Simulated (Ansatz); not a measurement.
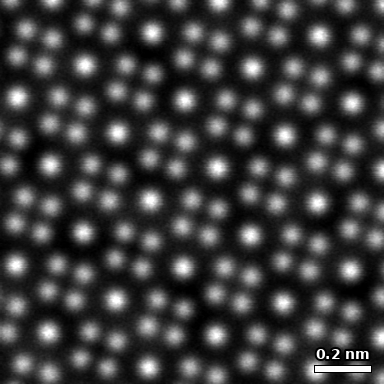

Dark-field STEM-like image of BC$_{2}$ (I4/mcm, No. 140). Simulation: incoherent imaging, intensity Z^1.8 per atom, probe width 0.58 Å, thin sample. The probe carries 15 % of its weight in a tail 2.5 times as wide. Shot noise, a slight drift and the speckle of an amorphous layer were added. Structure used: the geometry relaxed with Ansatz, DFT PBE, scalar-relativistic, plane waves, PAW; the starting structure was generated, so it need not be a known form of this composition.

```
B C
1.0
     3.85832    0.00000    0.00000
     0.00000    3.85832    0.00000
     0.00000    0.00000    4.97099
B C
4 8
Direct
  0.00000 0.00000 0.25000
  0.00000 0.00000 0.75000
  0.50000 0.50000 0.75000
  0.50000 0.50000 0.25000
  0.13316 0.63316 0.00000
  0.36684 0.13316 0.00000
  0.36684 0.86684 0.50000
  0.13316 0.36684 0.50000
  0.63316 0.13316 0.50000
  0.86684 0.63316 0.50000
  0.86684 0.36684 0.00000
  0.63316 0.86684 0.00000
```

### Which beam direction gives this image, [201], [001], [102] or [211]? (Directions equivalent by symmetry count as one.)

[001]. The projected cells are 2.09 × 2.19 Å, 118° for [201]; 2.73 × 2.73 Å, 90° for [001]; 1.80 × 2.13 Å, 115° for [102]; 1.22 × 3.11 Å, 101° for [211], and the image repeats as the [001] one does.
